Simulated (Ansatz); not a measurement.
Hf3O6

```xyz
9

Hf    0.3043   -2.0849    0.3756
Hf   -1.8488    0.6757   -0.6649
Hf    1.4507    1.3646    0.7580
O    -3.2805    1.0739    0.3350
O    -0.3440    1.7534    0.0317
O     1.3743   -0.5861    1.1099
O    -1.3462   -1.1880   -0.2328
O     1.1026   -2.6595   -1.1192
O     2.5877    1.6509   -0.5934
```

Geometry: PBE-D4/def2-SVP; core potentials replace the inner electrons of Hf; not at a stationary point (largest force 1.3 eV/Å).

The calculation used RKS PBE0-D4/def2-TZVP in Ansatz.

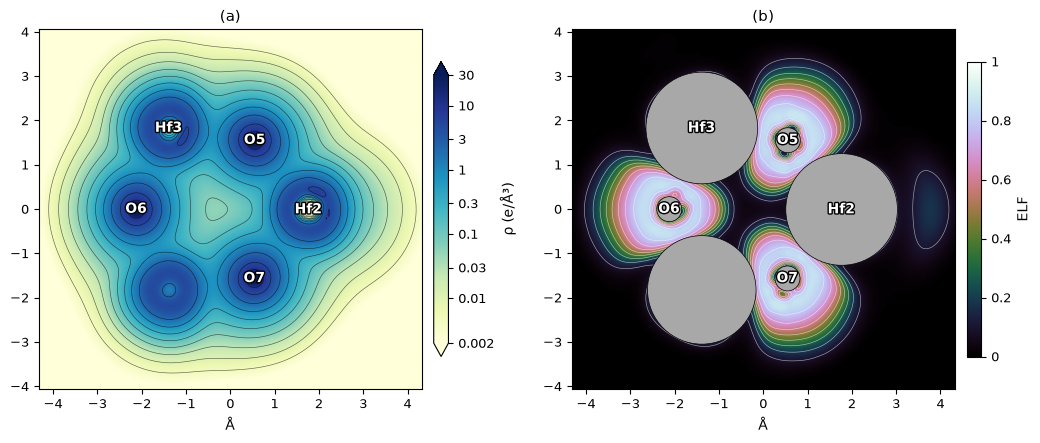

Figure 1. (a) electron density; (b) electron localisation function on the plane of atoms O5, Hf2 and O7. Grey discs cover the atomic cores in the ELF map.

Describe what can be read from this map.

Answer.
- Atoms in the plane: Hf and O.
- Hf–O (1.98 Å): the density is about 0.83 e/Å³ at the midpoint; the ELF peaks at about 0.85 in the valence shell of O, 0.5 Å from its nucleus, and drops to about 0.20 between the two atoms.

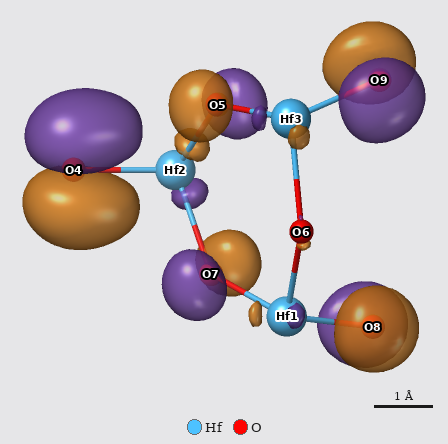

Figure 2. One frontier orbital at ±0.1 Å⁻³ᐟ² (orange and purple are the two phases), seen at a tilt.

Which orbital is it: HOMO or LUMO?

Answer. The HOMO, at −7.23 eV. Its weight (Hirshfeld) is mainly on O4 (about 35 %), O9 (about 15 %), O8 (about 15 %), Hf2 (about 10 %), O7 (about 5 %) and O5 (about 5 %); largely a combination of lone pairs on O4, O9, O8, O7 and O5.
